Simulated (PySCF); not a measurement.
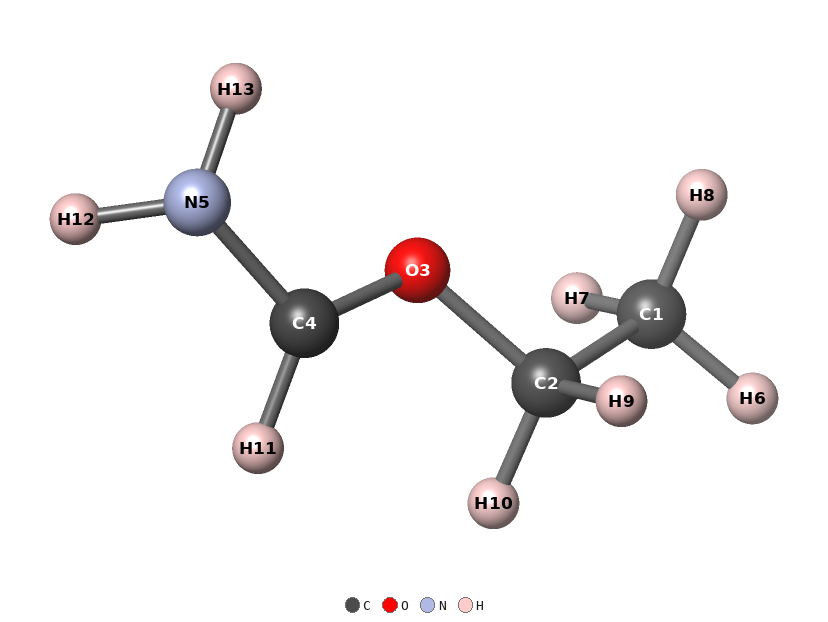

The species is neutral and a spin doublet. Computed geometry: GFN2-xTB optimisation. No frequency run is at hand to confirm it as a minimum. Method: UKS B3LYP, pcH-1 on C H N O, non-relativistic (PySCF 2.14.0). Fermi-contact and spin-dipolar terms alone, no spin-orbit part.

Question: Which nucleus has the largest dipolar (anisotropic) hyperfine coupling?

Answer: 13C at C4: principal values −70.8, −69.1, 139.9 MHz.

List the isotropic and dipolar parts for the most strongly coupled nuclei, one of each equivalent set.

```
atom  isotope  a_iso (MHz)   dipolar part (MHz)
  C4      13C        242.7  −70.8, −69.1, 139.9
  O3      17O        −18.8    −50.4, 23.9, 26.5
 H11       1H         −9.5    −30.9, −3.1, 34.1
 H12       1H         81.7     −8.1, −5.2, 13.3
  N5      14N         40.6     −7.1, −6.1, 13.1
 H13       1H         −8.0     −7.6, −5.6, 13.1
  H9       1H          3.3      −5.0, −3.3, 8.3
 H10       1H          6.5      −3.6, −3.2, 6.7
```
